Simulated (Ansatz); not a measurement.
## Geometry relaxation, with input and output: Si$_{2}$H$_{7}$F (part 1 of 2)

Si$_{2}$H$_{7}$F, computed with RKS PBE-D4/6-31G* (Ansatz 0.2.0).

The input holds or restrains some coordinates. It belongs to a series of runs on one base structure; here: pulled along the bonds that form and break, towards end A. Figures and captions count atoms from 1; the log counts them from 0 in places.

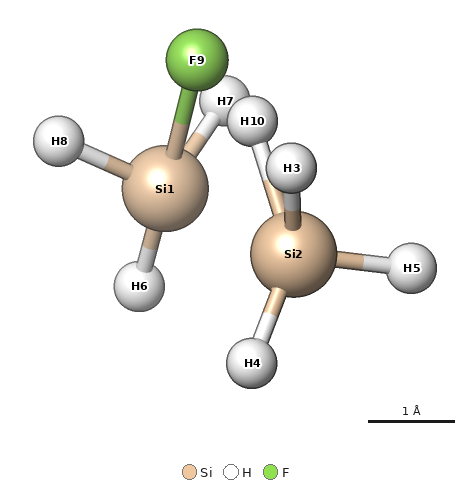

The structure as given in the input (ball-and-stick view, seen at a tilt; atoms are numbered from 1 in the order of the input). Bond lengths as drawn: F–Si 1.89 Å and H–Si 1.46 to 1.63 Å.

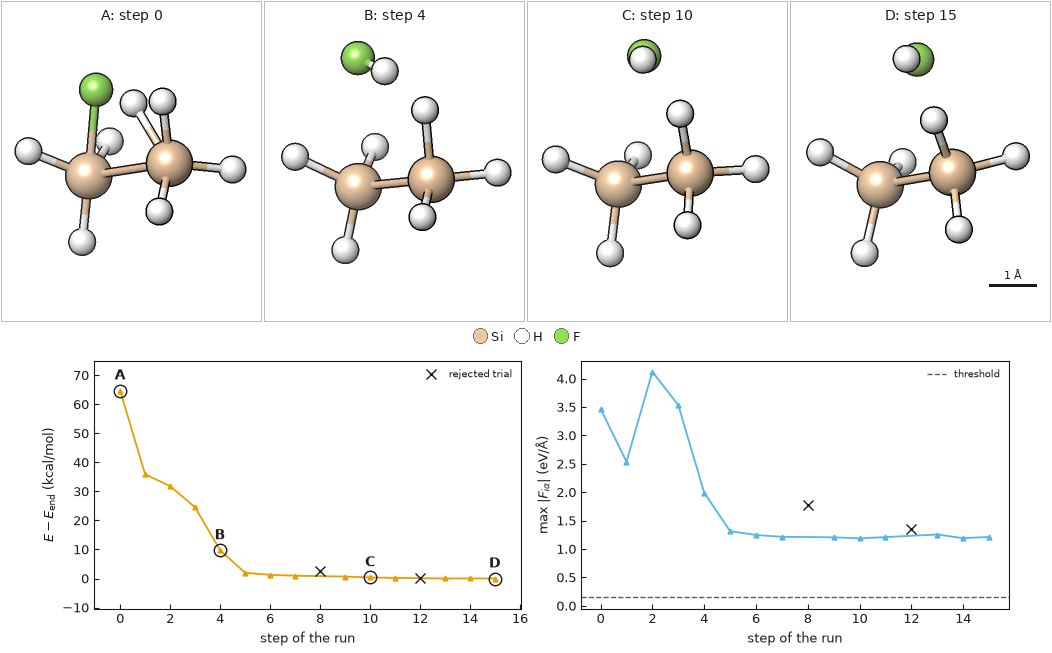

Frames of the restrained relaxation (ball-and-stick view, seen at a tilt) above the curves, on which the letters mark them (the first geometry is step 0 here and step 1 in the log).

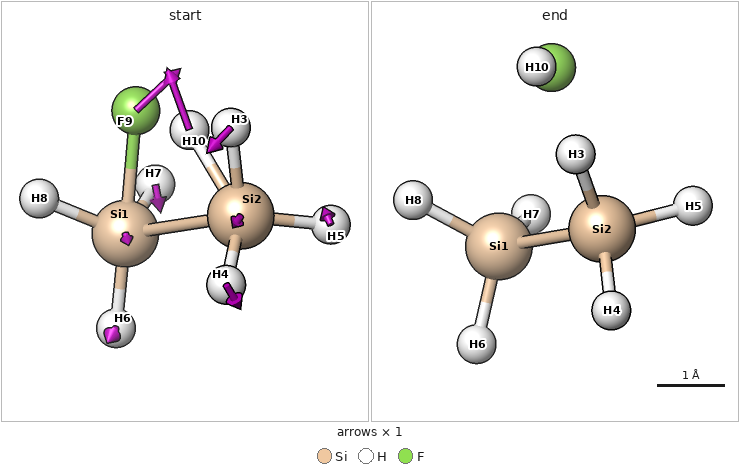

Before (left) and after (right) the restrained relaxation, at one scale (ball-and-stick view, seen at a tilt). The pink arrows give the displacements, at true length. The energy falls by 64.7 kcal/mol in 15 geometry steps. Largest force component: 3.5 eV/Å at the start, 1.2 eV/Å at the end. The line search rejected the trial steps at points 8, 12 (counted from 0) and went back. The largest move after the best rigid fit is that of H10, 1.01 Å. Largest moves by element: H 1.01 Å, F 0.94 Å, Si 0.27 Å. Among the contacts that change: Si2–H10 1.630 → 2.663 Å, Si1–F9 1.890 → 2.797 Å, Si1–Si2 2.570 → 2.258 Å, F9–H10 1.186 → 0.938 Å. Bonds break: Si1–F9 (1.89 → 2.80 Å), Si2–H10 (1.63 → 2.66 Å). Among the angles that change: H3–Si2–H4 109.4° → 105.1°, Si2–Si1–H7 109.5° → 112.7°, H6–Si1–H8 109.5° → 106.3°. (Atoms are counted from 1 in the order of the input.)

The input that produced these results follows, with the program's output.

Input
```yaml
crystal:
  periodic: [false, false, false]
  atoms:
    - { symbol: Si, position_ang: [0.0, 0.0, 0.0] }
    - { symbol: Si, position_ang: [0.0, 0.0, 2.57] }
    - { symbol: H, position_ang: [-1.3148, -0.4067, 3.0574] }
    - { symbol: H, position_ang: [1.0096, -0.9353, 3.0574] }
    - { symbol: H, position_ang: [0.3052, 1.342, 3.0574] }
    - { symbol: H, position_ang: [1.3768, 0.0, -0.4862] }
    - { symbol: H, position_ang: [-0.6877, 1.1914, -0.4862] }
    - { symbol: H, position_ang: [-0.6877, -1.1914, -0.4862] }
    - { symbol: F, position_ang: [-1.7936, 0.0, 0.596] }
    - { symbol: H, position_ang: [-1.3834, 0.0, 1.7088] }
basis:
  gaussian: { orbitals: "6-31G*" }
hamiltonian:
  xc: pbe
  dispersion: d4
relax:
  f_tol: 0.15
  max_steps: 25
  restrain:
    - { distance: [0, 8], at: 2.79, k: 30.0 }
    - { distance: [9, 1], at: 2.66, k: 30.0 }
    - { distance: [0, 1], at: 2.22, k: 30.0 }
    - { distance: [9, 8], at: 0.92, k: 30.0 }
```

Launched with:
```bash
ansatz run input.yaml --threads 1 --pin off --max-ram 2048MiB --backend cpu --events-out ev --progress --plain --runs-dir out
```

Log
```
The last accepted step is kept in [file] (removed where the run ends without a failure and the disk answers)
Engine: ansatz 0.2.0, aarch64-unknown-linux-gnu
Functional definition: PBE
  parameter kappa = 0.804
  parameter beta = 0.06672455060314922
  exchange = pbe_x(kappa = kappa, mu = beta*pi^2/3)
  correlation = pbe_c(beta = beta)
860 factors; their error is unknown
mean field evaluation 1: about -18568.3864 eV, gradient 2.8e1 eV
mean field evaluation 2: about -18564.6623 eV, gradient 5.7e1 eV
mean field evaluation 4: about -18570.1671 eV, gradient 2.3e0 eV
mean field evaluation 8: about -18570.1870 eV, gradient 4.2e-2 eV
mean field evaluation 16: about -18570.1096 eV, gradient 4.5e-5 eV
mean field -18570.10956697 eV, -682.4389393138 hartree, gradient 4.5e-5 eV, S^2 0.000000; 0 other end points of the search recorded, 0 dependent functions left out
the calculation of the forces begins
reference -18570.10960551 eV, -682.4389407301 hartree; 22, 22 occupied and 45, 45 virtual orbitals, 860 factors
relax step   1: F+E_penalty+E_count = -18570.28597045 eV  Δ(F+E_penalty+E_count) = +0.000e0 eV  max|allowed force component| = 3.469e0 eV/Å  E_restraint = 30.97512165 eV  max|allowed force component, restraints' pulls added| = 3.125e1 eV/Å  Δτ_max = 0.0000 Å  (25 SCF iters, accepted)
  distance Si 0 - F 8 = 1.8900 Å
  distance H 9 - Si 1 = 1.6296 Å
  distance Si 0 - Si 1 = 2.5700 Å
  distance H 9 - F 8 = 1.1860 Å
these checks for a lower state are left out or cut short: starts, cluster_reference, orbital_swaps, neighbouring_geometries, increment
860 factors; their error is unknown
mean field -18571.36128715 eV, -682.4849391818 hartree, gradient 1.0e-5 eV, S^2 0.000000; 0 other end points of the search recorded, 0 dependent functions left out
[... from here on the field's lines of each further geometry are left out, up to the last ...]
relax step   2: F+E_penalty+E_count = -18571.53736692 eV  Δ(F+E_penalty+E_count) = -1.251e0 eV  max|allowed force component| = 2.538e0 eV/Å  E_restraint = 16.05800304 eV  max|allowed force component, restraints' pulls added| = 2.168e1 eV/Å  Δτ_max = 0.1947 Å  (32 SCF iters, accepted)
relax step   3: F+E_penalty+E_count = -18571.71298922 eV  Δ(F+E_penalty+E_count) = -1.756e-1 eV  max|allowed force component| = 4.121e0 eV/Å  E_restraint = 6.14057298 eV  max|allowed force component, restraints' pulls added| = 1.428e1 eV/Å  Δτ_max = 0.1946 Å  (31 SCF iters, accepted)
relax step   4: F+E_penalty+E_count = -18572.02986909 eV  Δ(F+E_penalty+E_count) = -3.169e-1 eV  max|allowed force component| = 3.534e0 eV/Å  E_restraint = 1.37910581 eV  max|allowed force component, restraints' pulls added| = 7.159e0 eV/Å  Δτ_max = 0.1949 Å  (27 SCF iters, accepted)
relax step   5: F+E_penalty+E_count = -18572.67104757 eV  Δ(F+E_penalty+E_count) = -6.412e-1 eV  max|allowed force component| = 1.994e0 eV/Å  E_restraint = 0.11666246 eV  max|allowed force component, restraints' pulls added| = 1.549e0 eV/Å  Δτ_max = 0.1947 Å  (26 SCF iters, accepted)
relax step   6: F+E_penalty+E_count = -18573.00705583 eV  Δ(F+E_penalty+E_count) = -3.360e-1 eV  max|allowed force component| = 1.314e0 eV/Å  E_restraint = 0.05087526 eV  max|allowed force component, restraints' pulls added| = 1.114e0 eV/Å  Δτ_max = 0.1946 Å  (25 SCF iters, accepted)
relax step   7: F+E_penalty+E_count = -18573.03836269 eV  Δ(F+E_penalty+E_count) = -3.131e-2 eV  max|allowed force component| = 1.247e0 eV/Å  E_restraint = 0.03196390 eV  max|allowed force component, restraints' pulls added| = 3.433e-1 eV/Å  Δτ_max = 0.1999 Å  (30 SCF iters, accepted)
relax step   8: F+E_penalty+E_count = -18573.05102841 eV  Δ(F+E_penalty+E_count) = -1.267e-2 eV  max|allowed force component| = 1.215e0 eV/Å  E_restraint = 0.03187693 eV  max|allowed force component, restraints' pulls added| = 6.223e-1 eV/Å  Δτ_max = 0.1032 Å  (26 SCF iters, accepted)
relax step   9: F+E_penalty+E_count = -18572.98259652 eV  Δ(F+E_penalty+E_count) = +6.843e-2 eV  max|allowed force component| = 1.775e0 eV/Å  E_restraint = 0.13493101 eV  max|allowed force component, restraints' pulls added| = 3.763e0 eV/Å  Δτ_max = 0.1930 Å  (30 SCF iters, rejected (line search))
relax step  10: F+E_penalty+E_count = -18573.06408927 eV  Δ(F+E_penalty+E_count) = -1.306e-2 eV  max|allowed force component| = 1.207e0 eV/Å  E_restraint = 0.02704209 eV  max|allowed force component, restraints' pulls added| = 7.301e-2 eV/Å  Δτ_max = 0.0965 Å  (25 SCF iters, accepted)
relax step  11: F+E_penalty+E_count = -18573.07592111 eV  Δ(F+E_penalty+E_count) = -1.183e-2 eV  max|allowed force component| = 1.188e0 eV/Å  E_restraint = 0.03432126 eV  max|allowed force component, restraints' pulls added| = 5.105e-1 eV/Å  Δτ_max = 0.0998 Å  (26 SCF iters, accepted)
relax step  12: F+E_penalty+E_count = -18573.08457235 eV  Δ(F+E_penalty+E_count) = -8.651e-3 eV  max|allowed force component| = 1.210e0 eV/Å  E_restraint = 0.02682974 eV  max|allowed force component, restraints' pulls added| = 8.475e-2 eV/Å  Δτ_max = 0.1499 Å  (24 SCF iters, accepted)
relax step  13: F+E_penalty+E_count = -18573.07916541 eV  Δ(F+E_penalty+E_count) = +5.407e-3 eV  max|allowed force component| = 1.354e0 eV/Å  E_restraint = 0.05831704 eV  max|allowed force component, restraints' pulls added| = 2.114e0 eV/Å  Δτ_max = 0.1951 Å  (30 SCF iters, rejected (line search))
relax step  14: F+E_penalty+E_count = -18573.09215146 eV  Δ(F+E_penalty+E_count) = -7.579e-3 eV  max|allowed force component| = 1.256e0 eV/Å  E_restraint = 0.03029675 eV  max|allowed force component, restraints' pulls added| = 3.669e-1 eV/Å  Δτ_max = 0.0946 Å  (25 SCF iters, accepted)
relax step  15: F+E_penalty+E_count = -18573.09185973 eV  Δ(F+E_penalty+E_count) = +2.917e-4 eV  max|allowed force component| = 1.191e0 eV/Å  E_restraint = 0.02863816 eV  max|allowed force component, restraints' pulls added| = 1.623e-1 eV/Å  Δτ_max = 0.0671 Å  (24 SCF iters, accepted)
the calculation of the forces begins
reference -18572.91834541 eV, -682.5421600175 hartree; 22, 22 occupied and 45, 45 virtual orbitals, 860 factors
relax step  16: F+E_penalty+E_count = -18573.09279331 eV  Δ(F+E_penalty+E_count) = -9.336e-4 eV  max|allowed force component| = 1.213e0 eV/Å  E_restraint = 0.02787454 eV  max|allowed force component, restraints' pulls added| = 6.138e-3 eV/Å  Δτ_max = 0.0241 Å  (26 SCF iters, accepted)
  distance Si 0 - F 8 = 2.7967 Å
  distance H 9 - Si 1 = 2.6628 Å
  distance Si 0 - Si 1 = 2.2584 Å
  distance H 9 - F 8 = 0.9382 Å
860 factors; their error is unknown
mean field evaluation 128: about -18572.9183 eV, gradient 2.2e-5 eV
mean field -18572.91830782 eV, -682.5421586360 hartree, gradient 2.2e-5 eV, S^2 0.000000; 1 other end points of the search recorded, 0 dependent functions left out
the calculation of the forces begins
reference -18572.91834541 eV, -682.5421600175 hartree; 22, 22 occupied and 45, 45 virtual orbitals, 860 factors
Total energy: -18573.09283090 eV, -682.5485722412 hartree
Atom 0 at     0.218433    -0.045810     0.110077 Å, force     0.213360    -0.060848    -1.212897 eV/Å
Atom 1 at     0.156472    -0.005310     2.367260 Å, force     0.048526     0.025336     1.174495 eV/Å
Atom 2 at    -0.977602    -0.858981     2.891489 Å, force     0.001958     0.001815    -0.001175 eV/Å
Atom 3 at     1.399059    -0.577786     2.990173 Å, force     0.002092    -0.000697     0.001942 eV/Å
Atom 4 at    -0.048070     1.373149     2.917841 Å, force    -0.000495     0.000969    -0.000232 eV/Å
Atom 5 at     1.632304    -0.290348    -0.349414 Å, force    -0.000822    -0.002773    -0.000857 eV/Å
Atom 6 at    -0.233057     1.241543    -0.502521 Å, force     0.002430     0.000361    -0.002066 eV/Å
Atom 7 at    -0.603584    -1.179605    -0.431348 Å, force     0.000224     0.002712     0.000392 eV/Å
Atom 8 at    -2.348658     0.562393     1.038189 Å, force    -0.171359     0.492652    -0.233138 eV/Å
Atom 9 at    -2.370897    -0.219244     1.556654 Å, force    -0.095915    -0.459526     0.273537 eV/Å
Dipole moment:    -0.116724    -0.199981     0.154457 e Å
```

Trajectory as extended XYZ (Å, eV, eV/Å), 16 frames, from step=1 to step=16
```
10
Properties=species:S:1:pos:R:3:forces:R:3 step=1 energy=-18570.28597
Si    0.0000    0.0000    0.0000   -0.3347  -0.0006   0.5988
Si    0.0000    0.0000    2.5700    3.3612   0.4801  -0.8616
H    -1.3148   -0.4067    3.0574   -1.0194  -0.1935   0.5431
H     1.0096   -0.9353    3.0574    0.2301  -0.6412   0.4464
H     0.3052    1.3420    3.0574   -0.0752   0.6179   0.4305
H     1.3768    0.0000   -0.4862    1.1317  -0.0003   0.1133
H    -0.6877    1.1914   -0.4862    0.8548   1.2219  -0.8909
H    -0.6877   -1.1914   -0.4862    0.8798  -1.2408  -0.9066
F    -1.7936    0.0000    0.5960   -2.7846   0.1853   3.4688
H    -1.3834    0.0000    1.7088   -2.2436  -0.4287  -2.9418
10
Properties=species:S:1:pos:R:3:forces:R:3 step=2 energy=-18571.53737
Si    0.0884    0.0000    0.0441   -1.9594  -0.0141   0.4981
Si    0.1357    0.0034    2.5675   -1.0902   0.5307  -1.9357
H    -1.2988   -0.4016    3.0532    0.6352   0.1761  -0.1789
H     1.0259   -0.9511    3.0679    1.3298  -1.3988   0.9923
H     0.3090    1.3519    3.0635    0.2415   0.8334   0.4941
H     1.4003    0.0000   -0.4877    1.9461   0.0002  -0.4433
H    -0.6720    1.1927   -0.4892    0.9676   0.2704  -0.1455
H    -0.6717   -1.1929   -0.4893    0.9961  -0.2871  -0.1557
F    -1.9441    0.0017    0.6530   -1.4354   0.1877   2.5375
H    -1.5483   -0.0041    1.6054   -1.6313  -0.2984  -1.6630
```
